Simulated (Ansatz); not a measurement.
# SiGeCl+ (singlet): wave-function methods side by side, cc-pVDZ

How much of the correlation energy of SiGeCl+ (singlet) does each wave-function method recover here?

Computed with Ansatz 0.2.0, Gaussian basis. Level: cc-pVDZ, core rule «outside noble gas», up to 24 orbitals frozen.

Plan: UHF; CCSD(T) on RHF; CCSD(T) on UHF; BCCD(T) on RHF; CISD; CCSDT(Q) on RHF; CCSDT(Q) on UHF.

17 further runs of the same task are left out: 4 that didn't finish, 13 set aside as unsound or not needed.

### Step 1. What is computed

The geometry is a PBE0/def2-TZVP stationary point (not a proven minimum) of the parent state, kept for this charge and spin. No spin-orbit coupling is included. The filled d shell of Ge may be among the frozen orbitals whatever the setting's name suggests; the logs give the count.

3 atoms, charge 1, spin multiplicity 1.

Atoms are counted from 1 here; the program's logs count them from 0.

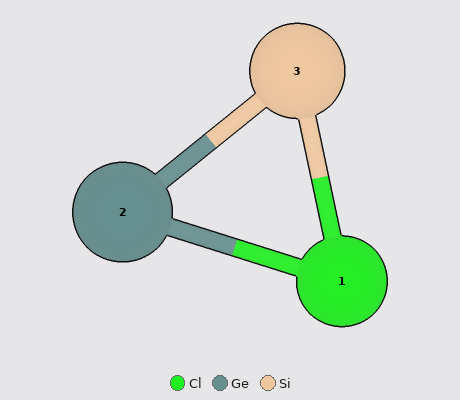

The structure; chlorine green, germanium teal, silicon light orange; atoms are numbered from 1 in the order of the file.

### Step 2. UHF

Contents of in.yaml:

```yaml
crystal:
  periodic: [false, false, false]
  atoms:
    - {symbol: Cl, position_ang: [0.000000, 0.885306, 1.303423]}
    - {symbol: Ge, position_ang: [0.000000, 0.087359, -0.983890]}
    - {symbol: Si, position_ang: [0.000000, -1.343486, 0.899379]}
basis:
  gaussian: {orbitals: cc-pVDZ}
total_charge: 1
magnetization: {spin_polarized: true, initial_magnetization: 0}
hamiltonian: {xc: hf}
output: {orbitals: {seedname: orbitals}}
```

Started as:

```bash
> ansatz run in.yaml --threads 1 --pin off --events-out ev --progress --plain --max-ram 2393MiB
```

The runs that follow: CCSD(T) on RHF; CCSD(T) on UHF; BCCD(T) on RHF; CISD; CCSDT(Q) on RHF; CCSDT(Q) on UHF.

Before running them: what should the planned runs give, taken together? Wanted: RCCSDT(Q) below the RHF energy; RMP2 from RCCSDT(Q); UMP2 from RCCSDT(Q); RCCSD from RCCSDT(Q); RCCSD(T) from RCCSDT(Q); UCCSD(T) from RCCSDT(Q); UCCSDT(Q) from RCCSDT(Q); T1 diagnostic.

As calculated:

```
                         quantity                      value
   RCCSDT(Q) below the RHF energy                 -8.6009 eV
              RMP2 from RCCSDT(Q)                +1439.3 meV
              UMP2 from RCCSDT(Q)                +1589.3 meV
             RCCSD from RCCSDT(Q)                 +380.5 meV
          RCCSD(T) from RCCSDT(Q)                  +66.7 meV
          UCCSD(T) from RCCSDT(Q)                  +82.4 meV
         UCCSDT(Q) from RCCSDT(Q)                   +1.8 meV
levels within 1 kcal/mol (43 meV)  RCCSDT, UCCSDT, UCCSDT(Q)
                    T1 diagnostic                      0.021
```

What this shows: RCCSD(T) misses by +66.7 meV, 0.8 % of the correlation energy. These misses are within one basis, not against nature.
